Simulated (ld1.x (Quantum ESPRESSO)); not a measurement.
# A TM semilocal potential for In, from input to tests

Task: generate the file, and judge it by its errors in other configurations, its logarithmic derivatives, its ghosts and its cutoff.

Program: ld1.x (Quantum ESPRESSO) 7.5. Reference atom: PBEsol, scalar-relativistic, spherical and spin-unpolarised. All values are calculated.

## (1) The atom and the settings

The settings as typed:

| Quantity | Value |
| --- | --- |
| element | indium (In, Z = 49) |
| type | norm-conserving Troullier–Martins (semilocal form) |
| frozen core | [Ar] 3d10 |
| valence charge | 21 |
| reference configuration | 4s2 4p6 4d10 5s1 5p2 |
| partial waves | 4s (bound): rc 1.45 bohr; 4d (bound): rc 0.95 bohr; 4f channel at -0.2 Ry: rc 1.50 bohr; 4p (bound): rc 1.50 bohr |
| occupied shells without a wave | 5p, 5s |
| local potential | the p channel |
| core correction | a·sin(br)/r model core inside 1.00 bohr |

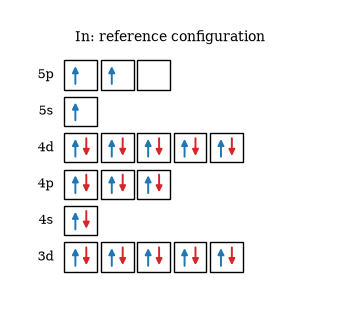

The outer shells as boxes. The arrows follow Hund's rule for the drawing; the calculation itself is spin-unpolarised.

The nodes and maxima of the atom's own shells, from an earlier all-electron run, set the scale for the radii.

All-electron outer shells of the reference configuration (PBEsol, scalar-relativistic, ld1.x):

```json
{"shell": "3p", "level (eV)": "-650.48", "outermost node (bohr)": "0.14", "outermost maximum (bohr)": "0.31"}
{"shell": "3d", "level (eV)": "-434.35", "outermost node (bohr)": "–", "outermost maximum (bohr)": "0.26"}
{"shell": "4s", "level (eV)": "-121.19", "outermost node (bohr)": "0.41", "outermost maximum (bohr)": "0.77"}
{"shell": "4p", "level (eV)": "-79.70", "outermost node (bohr)": "0.42", "outermost maximum (bohr)": "0.82"}
{"shell": "4d", "level (eV)": "-20.21", "outermost node (bohr)": "0.40", "outermost maximum (bohr)": "0.94"}
{"shell": "5s", "level (eV)": "-9.25", "outermost node (bohr)": "1.02", "outermost maximum (bohr)": "2.13"}
{"shell": "5p", "level (eV)": "-3.24", "outermost node (bohr)": "1.14", "outermost maximum (bohr)": "2.78"}
```

## (2) Generating the potential

File In.in:

```
 &input
   title='In', zed=49., rel=1, dft='PBESOL', iswitch=3,
   config='[Kr] 4d10 4f-2 5s1 5p2',
   nld=4, rlderiv=1.65, eminld=-11.0, emaxld=5.0, deld=0.04
 /
 &inputp
   pseudotype=1, tm=.true., lloc=1,
   nlcc=.true., rcore=1.00,
   file_pseudopw='In.pp', file_wfcaegen='ae.wfc', file_wfcncgen='nc.wfc'
 /
4
4S  1  0   2.00   0.00  1.45  1.45  0.0
4D  3  2  10.00   0.00  0.95  0.95  0.0
4F  4  3  -2.00  -0.20  1.50  1.50  0.0
4P  2  1   6.00   0.00  1.50  1.50  0.0
 &test
   configts(1)='4s2 4p6 4d10 5s1 5p2'
 /
```

On the command line:

```
$ ld1.x < In.in > In.out
```

Output in In.out (without the banner and most projector matrices):

```text
     Program LD1 v.7.5
     --------------------------- All-electron run ----------------------------

     In
     scalar relativistic calculation

     atomic number is 49.00
     dft =PBESOL   lsd =0 sic =0 latt =0  beta=0.20 tr2=1.0E-14
     Exchange-correlation= PBESOL
                           (   1   4  10   8   0   0   0)
     mesh =1241 r(mesh) = 100.30140 a.u. xmin = -7.00 dx = 0.01250
     1 Ry =  13.60569312 eV, c = 137.03599908

     n l     nl                  e(Ry)          e(Ha)          e(eV)
     1 0     1S 1( 2.00)     -2038.9390     -1019.4695    -27741.1784
     2 0     2S 1( 2.00)      -305.4090      -152.7045     -4155.3017
     2 1     2P 1( 6.00)      -274.1804      -137.0902     -3730.4145
     3 0     3S 1( 2.00)       -58.0346       -29.0173      -789.6010
     3 1     3P 1( 6.00)       -47.8097       -23.9049      -650.4846
     4 0     4S 1( 2.00)        -8.9075        -4.4537      -121.1922
     4 1     4P 1( 6.00)        -5.8582        -2.9291       -79.7044
     3 2     3D 1(10.00)       -31.9242       -15.9621      -434.3515
     4 2     4D 1(10.00)        -1.4856        -0.7428       -20.2122
     5 0     5S 1( 1.00)        -0.6797        -0.3398        -9.2477
     5 1     5P 1( 2.00)        -0.2378        -0.1189        -3.2357

     final scf error:  2.7E-15 reached in  27 iterations

     Etot =  -11757.489661 Ry,   -5878.744830 Ha, -159968.796224 eV

     Ekin =   12254.100752 Ry,    6127.050376 Ha,  166725.534330 eV
     Encl =  -28429.305063 Ry,  -14214.652532 Ha, -386800.400391 eV
     Eh   =    4731.172427 Ry,    2365.586213 Ha,   64370.880151 eV
     Exc  =    -313.457777 Ry,    -156.728888 Ha,   -4264.810315 eV

     normalization and overlap integrals

     s(1S/1S) =  1.000000  <r> =   0.0297  <r2> =    0.0012  r(max) =   0.0192
     s(2S/2S) =  1.000000  <r> =   0.1286  <r2> =    0.0195  r(max) =   0.1090
     s(2P/2P) =  1.000000  <r> =   0.1122  <r2> =    0.0154  r(max) =   0.0870
     s(3S/3S) =  1.000000  <r> =   0.3488  <r2> =    0.1392  r(max) =   0.3153
     s(3P/3P) =  1.000000  <r> =   0.3473  <r2> =    0.1400  r(max) =   0.3075
     s(4S/4S) =  1.000000  <r> =   0.8479  <r2> =    0.8143  r(max) =   0.7658
     s(4P/4P) =  1.000000  <r> =   0.9217  <r2> =    0.9723  r(max) =   0.8152
     s(3D/3D) =  1.000000  <r> =   0.3245  <r2> =    0.1251  r(max) =   0.2581
     s(4D/4D) =  1.000000  <r> =   1.1780  <r2> =    1.6655  r(max) =   0.9354
     s(5S/5S) =  1.000000  <r> =   2.5556  <r2> =    7.4864  r(max) =   2.1344
     s(5P/5P) =  1.000000  <r> =   3.5172  <r2> =   14.5147  r(max) =   2.7751

     ------------------------ End of All-electron run ------------------------

     --------------------- Generating NC pseudopotential ---------------------

      Generating local pot.: lloc=1, matching radius rcloc =   1.5000

      Computing core charge for nlcc:

       r > 1.01 : true rho core
       r < 1.01 : rho core = a sin(br)/r    a=   0.51  b=   2.88

      Integrated core pseudo-charge :   3.11

      Wfc   4S  rcut= 1.467  Using Troullier-Martins method

      Wfc   4D  rcut= 0.959  Using Troullier-Martins method

      Wfc   4F  rcut= 1.504  Using Troullier-Martins method

     ------------------- End of pseudopotential generation -------------------

     [... the all-electron block is printed once more ...]


     Computing logarithmic derivative in   1.65194

       Warning: n=2, l=0 expected 1 nodes, found 2
       Setting wfc to zero for this iteration
       (This warning will only be printed once per wavefunction)

     Message from routine run_pseudo:
     Warning: convergence not achieved
     Computing logarithmic derivative in   1.65194
     Computing the partial wave expansion
     R is outside the sphere for l=    0 j= 0.00
       no projector for channel:   1
     R is outside the sphere for l=    2 j= 0.00
     R is outside the sphere for l=    3 j= 0.00

     ---------------------- Testing the pseudopotential ----------------------

     In
     scalar relativistic calculation

     atomic number is 49.00   valence charge is 21.00
     dft =PBESOL   lsd =0 sic =0 latt =0  beta=0.20 tr2=1.0E-14
     mesh =1241 r(mesh) = 100.30140 xmin = -7.00 dx = 0.01250

     n l     nl             e AE (Ry)        e PS (Ry)    De AE-PS (Ry)
     1 0     4S   1( 2.00)       -8.90746       -8.92631        0.01884  !
     2 1     4P   1( 6.00)       -5.85817       -5.87572        0.01755  !
     3 2     4D   1(10.00)       -1.48557       -1.50010        0.01454  !
     2 0     5S   1( 1.00)       -0.67969       -0.98848        0.30879  !
     3 1     5P   1( 2.00)       -0.23782       -0.25947        0.02165  !

     eps = 1.3E-12  iter =201

     Etot =  -11757.489661 Ry,   -5878.744830 Ha, -159968.796224 eV
     Etotps =  -388.483609 Ry,    -194.241805 Ha,   -5285.588769 eV

     Ekin =     141.191697 Ry,      70.595848 Ha,    1921.010894 eV
     Encl =    -815.600366 Ry,    -407.800183 Ha,  -11096.808294 eV
     Ehrt =     327.371306 Ry,     163.685653 Ha,    4454.113525 eV
     Ecxc =     -34.999981 Ry,     -17.499990 Ha,    -476.198994 eV
     (Ecc =      -1.156669 Ry,      -0.578334 Ha,     -15.737281 eV)
     Epseu=      -6.446265 Ry,      -3.223132 Ha,     -87.705900 eV

     ---------------------- End of pseudopotential test ----------------------
```

Wall time 4.3 s (1 thread, shared host). (Generation and the later configuration tests together.)

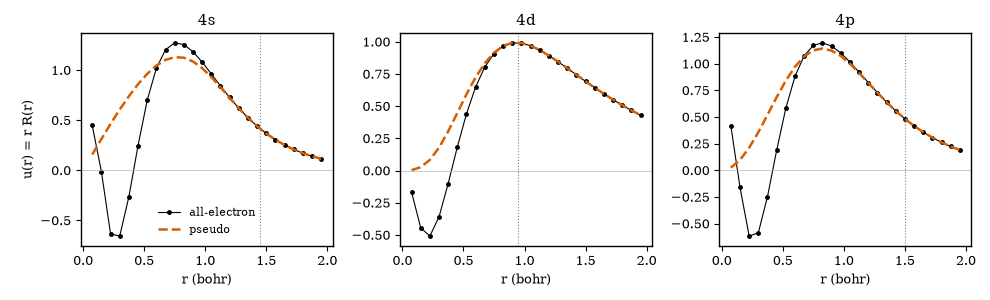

Bound waves of the atom and their pseudo partners (4s, 4d, 4p), with the matching radii dotted. The curves join 26 sampled radii, too few to resolve the innermost nodes.

## (3) Testing the new file in other configurations

File In.test.in:

```
 &input
   title='In', zed=49., rel=1, dft='PBESOL', iswitch=2,
   config='[Kr] 4d10 4f-2 5s1 5p2'
 /
 &test
   file_pseudo='In.pp', nconf=8,
   configts(1)='4s2 4p6 4d10 5s1 5p2',
   configts(2)='4s2 4p6 4d10 5s2 5p1',
   configts(3)='4s2 4p6 4d10 5s2 5p0',
   configts(4)='4s2 4p6 4d10 5s1 5p0',
   configts(5)='4s2 4p6 4d10 5s2 5p1.3',
   configts(6)='4s2 4p6 4d10 5s1 5p1',
   configts(7)='4s2 4p5 4d10 5s2 5p1',
   configts(8)='4s2 4p6 4d10 5s2 5p0.5'
 /
```

On the command line:

```
$ ld1.x < In.test.in > In.test.out
```

In.test.out, the pseudopotential blocks, each with the warnings that came before it:

```text
     Warning: convergence not achieved
     Warning: n=2, l=0 expected 1 nodes, found 2
     ---------------------- Testing the pseudopotential ----------------------

     In
     scalar relativistic calculation

     atomic number is 49.00   valence charge is 21.00
     dft =PBESOL   lsd =0 sic =0 latt =0  beta=0.20 tr2=1.0E-14
     mesh =1241 r(mesh) = 100.30140 xmin = -7.00 dx = 0.01250

     n l     nl             e AE (Ry)        e PS (Ry)    De AE-PS (Ry)
     1 0     4S   1( 2.00)       -8.90746       -8.92631        0.01884  !
     2 1     4P   1( 6.00)       -5.85817       -5.87572        0.01755  !
     3 2     4D   1(10.00)       -1.48557       -1.50010        0.01454  !
     2 0     5S   1( 1.00)       -0.67969       -0.98848        0.30879  !
     3 1     5P   1( 2.00)       -0.23782       -0.25947        0.02165  !

     eps = 1.3E-12  iter =201

     Etot =  -11757.489661 Ry,   -5878.744830 Ha, -159968.796224 eV
     Etotps =  -388.483609 Ry,    -194.241805 Ha,   -5285.588769 eV

     Ekin =     140.555950 Ry,      70.277975 Ha,    1912.361117 eV
     Encl =    -815.600366 Ry,    -407.800183 Ha,  -11096.808294 eV
     Ehrt =     327.371306 Ry,     163.685653 Ha,    4454.113525 eV
     Ecxc =     -34.999981 Ry,     -17.499990 Ha,    -476.198994 eV
     (Ecc =      -1.156669 Ry,      -0.578334 Ha,     -15.737281 eV)
     Epseu=      -5.810518 Ry,      -2.905259 Ha,     -79.056122 eV

     ---------------------- End of pseudopotential test ----------------------

     Warning: convergence not achieved
     ---------------------- Testing the pseudopotential ----------------------

     In
     [...]
     n l     nl             e AE (Ry)        e PS (Ry)    De AE-PS (Ry)
     1 0     4S   1( 2.00)       -8.78350       -8.71208       -0.07142  !
     2 1     4P   1( 6.00)       -5.73426       -5.66910       -0.06516  !
     3 2     4D   1(10.00)       -1.36641       -1.31200       -0.05441  !
     2 0     5S   1( 2.00)       -0.60675       -0.85919        0.25244  !
     3 1     5P   1( 1.00)       -0.18510       -0.19432        0.00921  !

     eps = 5.1E-13  iter =201

     Etot =  -11757.921599 Ry,   -5878.960800 Ha, -159974.673041 eV
     Etotps =  -389.181087 Ry,    -194.590544 Ha,   -5295.078441 eV
     dEtot_ae =      -0.431938 Ry
     dEtot_ps =      -0.697478 Ry,   Delta E=       0.265540 Ry

     [...]
     ---------------------- End of pseudopotential test ----------------------

     Warning: convergence not achieved
     ---------------------- Testing the pseudopotential ----------------------

     In
     [...]
     n l     nl             e AE (Ry)        e PS (Ry)    De AE-PS (Ry)
     1 0     4S   1( 2.00)       -9.33442       -9.29386       -0.04056  !
     2 1     4P   1( 6.00)       -6.28550       -6.25141       -0.03410  !
     3 2     4D   1(10.00)       -1.91630       -1.89274       -0.02357  !
     2 0     5S   1( 2.00)       -1.10129       -1.41081        0.30951  !
     3 1     5P   1( 0.00)       -0.61861       -0.66779        0.04918  !

     eps = 8.5E-14  iter =201

     Etot =  -11757.527606 Ry,   -5878.763803 Ha, -159969.312486 eV
     Etotps =  -388.759127 Ry,    -194.379564 Ha,   -5289.337383 eV
     dEtot_ae =      -0.037945 Ry
     dEtot_ps =      -0.275518 Ry,   Delta E=       0.237574 Ry

     [...]
     ---------------------- End of pseudopotential test ----------------------

     ---------------------- Testing the pseudopotential ----------------------

     In
     [...]
     n l     nl             e AE (Ry)        e PS (Ry)    De AE-PS (Ry)
     1 0     4S   1( 2.00)      -10.11342      -10.21342        0.10000  !
     2 1     4P   1( 6.00)       -7.06445       -7.16178        0.09734  !
     3 2     4D   1(10.00)       -2.68521       -2.77725        0.09204  !
     2 0     5S   1( 1.00)       -1.74067       -2.19029        0.44962  !
     3 1     5P   1( 0.00)       -1.18630       -1.31254        0.12623  !

     eps = 9.1E-15  iter =146

     Etot =  -11756.110718 Ry,   -5878.055359 Ha, -159950.034743 eV
     Etotps =  -386.964178 Ry,    -193.482089 Ha,   -5264.915851 eV
     dEtot_ae =       1.378943 Ry
     dEtot_ps =       1.519431 Ry,   Delta E=      -0.140488 Ry

     [...]
     ---------------------- End of pseudopotential test ----------------------

     Warning: convergence not achieved
     Warning: n=1, l=0 expected 0 nodes, found 5
     Warning: n=2, l=1 expected 0 nodes, found 4
     Warning: n=3, l=1 expected 1 nodes, found 0
     ---------------------- Testing the pseudopotential ----------------------

     In
     [...]
     n l     nl             e AE (Ry)        e PS (Ry)    De AE-PS (Ry)
     1 0     4S   1( 2.00)       -8.65123      -10.33322        1.68199  !
     2 1     4P   1( 6.00)       -5.60193       -7.26216        1.66022  !
     3 2     4D   1(10.00)       -1.23408       -0.00621       -1.22788  !
     2 0     5S   1( 2.00)       -0.48278       -0.20938       -0.27340  !
     3 1     5P   1( 1.30)       -0.07765       -0.00000       -0.07765  !

     eps = 3.7E+01  iter =201

     Etot =  -11757.960649 Ry,   -5878.980324 Ha, -159975.204337 eV
     Etotps =   -65.876895 Ry,     -32.938448 Ha,    -896.300821 eV
     dEtot_ae =      -0.470988 Ry
     dEtot_ps =     322.606714 Ry,   Delta E=    -323.077701 Ry

     [...]
     ---------------------- End of pseudopotential test ----------------------

     ---------------------- Testing the pseudopotential ----------------------

     In
     [...]
     n l     nl             e AE (Ry)        e PS (Ry)    De AE-PS (Ry)
     1 0     4S   1( 2.00)       -9.45457       -9.51415        0.05958  !
     2 1     4P   1( 6.00)       -6.40547       -6.46339        0.05792  !
     3 2     4D   1(10.00)       -2.03110       -2.08500        0.05390  !
     2 0     5S   1( 1.00)       -1.17404       -1.54476        0.37071  !
     3 1     5P   1( 1.00)       -0.67864       -0.74676        0.06812  !

     eps = 8.0E-15  iter =198

     Etot =  -11757.038556 Ry,   -5878.519278 Ha, -159962.658626 eV
     Etotps =  -387.988499 Ry,    -193.994250 Ha,   -5278.852456 eV
     dEtot_ae =       0.451105 Ry
     dEtot_ps =       0.495110 Ry,   Delta E=      -0.044005 Ry

     [...]
     ---------------------- End of pseudopotential test ----------------------

     ---------------------- Testing the pseudopotential ----------------------

     In
     [...]
     n l     nl             e AE (Ry)        e PS (Ry)    De AE-PS (Ry)
     1 0     4S   1( 2.00)       -9.94951       -9.86674       -0.08277  !
     2 1     4P   1( 5.00)       -6.87281       -6.79494       -0.07787  !
     3 2     4D   1(10.00)       -2.41703       -2.35429       -0.06274  !
     2 0     5S   1( 2.00)       -1.29194       -1.66449        0.37255  !
     3 1     5P   1( 1.00)       -0.74993       -0.78787        0.03794  !

     eps = 7.5E-15  iter = 41

     Etot =  -11751.636855 Ry,   -5875.818427 Ha, -159889.164737 eV
     Etotps =  -382.963165 Ry,    -191.481582 Ha,   -5210.479300 eV
     dEtot_ae =       5.852806 Ry
     dEtot_ps =       5.520444 Ry,   Delta E=       0.332362 Ry

     [...]
     ---------------------- End of pseudopotential test ----------------------

     ---------------------- Testing the pseudopotential ----------------------

     In
     [...]
     n l     nl             e AE (Ry)        e PS (Ry)    De AE-PS (Ry)
     1 0     4S   1( 2.00)       -9.04137       -8.98495       -0.05642  !
     2 1     4P   1( 6.00)       -5.99229       -5.94226       -0.05003  !
     3 2     4D   1(10.00)       -1.62408       -1.58470       -0.03938  !
     2 0     5S   1( 2.00)       -0.84173       -1.11991        0.27818  !
     3 1     5P   1( 0.50)       -0.39024       -0.41745        0.02721  !

     eps = 7.6E-15  iter = 78

     Etot =  -11757.778948 Ry,   -5878.889474 Ha, -159972.732176 eV
     Etotps =  -389.029475 Ry,    -194.514737 Ha,   -5293.015647 eV
     dEtot_ae =      -0.289287 Ry
     dEtot_ps =      -0.545865 Ry,   Delta E=       0.256578 Ry

     [...]
     ---------------------- End of pseudopotential test ----------------------
```

1 test gave no usable energy difference (4s2 4p6 4d10 5s2 5p1.3).

The tests as a table, with energies relative to 4s2 4p6 4d10 5s1 5p2. A star marks tests that logged a warning.

```csv
valence configuration,charge,ΔE all-electron (eV),error AE − PS (meV)
4s2 4p6 4d10 5s2 5p1 *,0,-5.877,+3613
4s2 4p6 4d10 5s2 5p0 *,+1,-0.516,+3232
4s2 4p6 4d10 5s1 5p0,+2,18.761,-1911
4s2 4p6 4d10 5s1 5p1,+1,6.138,-599
4s2 4p5 4d10 5s2 5p1,+1,79.631,+4522
4s2 4p6 4d10 5s2 5p0.5,+0.5,-3.936,+3491
```

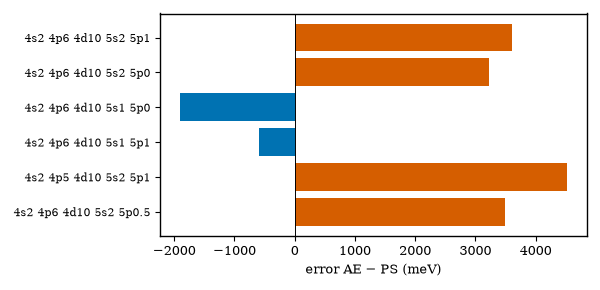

Error of the potential in each test configuration.

## (4) Does it scatter like the atom?

Taken from the files of the generation run. The phase is arctan(r·u′/u) with u = r·R, unwrapped, with energies in Ry. A pole is an energy at which the radial function vanishes at the test radius. The pseudo phase is shifted by a multiple of π to meet the all-electron one at the reference energy. Levels narrower than the energy grid can be missing from the poles. The last column is the largest difference on the grid between −1 and +1 Ry.

| channel | radius (bohr) | reference (Ry) | poles AE | poles PS | window around the reference with phases within 0.05 rad (Ry) | largest difference near zero (rad) |
| --- | --- | --- | --- | --- | --- | --- |
| s | 1.65 | -8.91 | -8.56 | -8.58, 4.48 | -9.0 to -3.8 | 1.449 |
| p | 1.65 | -5.86 | -5.25 | -5.27 | -6.1 to 0.0 | 0.109 |
| d | 1.65 | -1.49 | -0.08 | -0.10 | the whole range | 0.006 |
| f | 1.65 | -0.20 | none | none | below 2.7 | 0.002 |

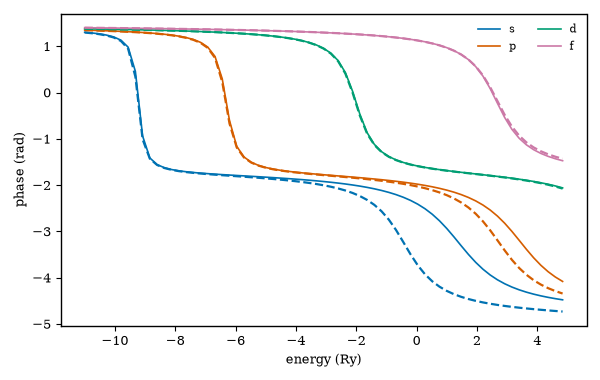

Phases by channel: all-electron solid, pseudo dashed.

## (5) Plane-wave convergence, by spherical Bessel functions

This step uses the generator's waves and projectors in a separate script. Basis: spherical Bessel functions vanishing at 20 bohr, q² up to the cutoff; potential fixed at the reference.

All-electron valence levels (Ry): 4s -8.9075, 5s -0.6797, 4d -1.4856, 4p -5.8582, 5p -0.2378. The lowest levels of each channel (Ry) by cutoff; the last column sums, over occupied levels, occupation times the distance from the level at 400 Ry. A positive value at high cutoff is not a bound level.

```
cutoff (Ry)     s #1     s #2     d #1    f #1     p #1     p #2  Σ f·Δε (mRy)
          8  -8.3504  -0.5904  -0.0234  0.1009  -3.1004  -0.0886       33310.8
         21  -8.8542  -0.9535  -0.6538  0.1009  -5.5147  -0.2113       10904.8
         45  -8.9210  -0.9821  -1.3496  0.1009  -5.8744  -0.2589        1530.9
         70  -8.9243  -0.9879  -1.4825  0.1009  -5.8753  -0.2594         183.6
        120  -8.9263  -0.9884  -1.4993  0.1009  -5.8757  -0.2595           8.2
        180  -8.9263  -0.9885  -1.5001  0.1009  -5.8757  -0.2595           0.7
        230  -8.9263  -0.9885  -1.5001  0.1009  -5.8757  -0.2595           0.5
        400  -8.9263  -0.9885  -1.5001  0.1009  -5.8757  -0.2595           0.0
```

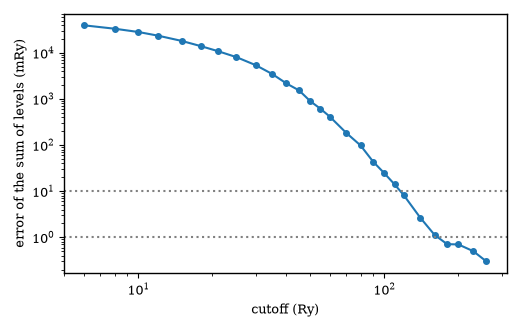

Occupation-weighted error of the valence levels against the cutoff; the dotted lines mark 10 and 1 mRy.

The sum stays within 10 mRy from 120 Ry and within 1 mRy from 180 Ry. The sum leaves out empty levels, which can need more. Ghost test: no level below the all-electron spectrum of its channel (s, d, f, p tested).

## (6) Summary of results

| quantity | value |
| --- | --- |
| cutoffs for 10 and 1 mRy, occupied levels | 120 Ry and 180 Ry |
| bound ghosts | none found |
| largest miss of a reference level | 4201 meV (5s) |
| largest test error (AE − PS) | +4522 meV, for 4s2 4p5 4d10 5s2 5p1 (1 test unsolved) |
| largest phase difference near zero energy, channels read | 1.449 rad |

In words: Already in the reference configuration the 5s level is off by 4201 meV; it has no partial wave or projector of its own. By total energies transferability is poor: the largest error is 4522 meV on 79.6 eV, for 4s2 4p5 4d10 5s2 5p1. That test lies far up in energy; among those under 40 eV, nearer to bonding, the largest error is 3613 meV. Of the tests 1 gave no usable energy difference, which is a warning in itself. It counts as hard, with 120 Ry needed at the looser tolerance. The slowest occupied level is 4d: taken alone it needs 120 Ry to come within 1 mRy, against 90 Ry for 4s. The Bessel-basis test finds no level below the valence levels. Of the channels read, s scatters worst near zero energy, by up to 1.45 rad. These are tests on the free atom; a crystal test is still owed.
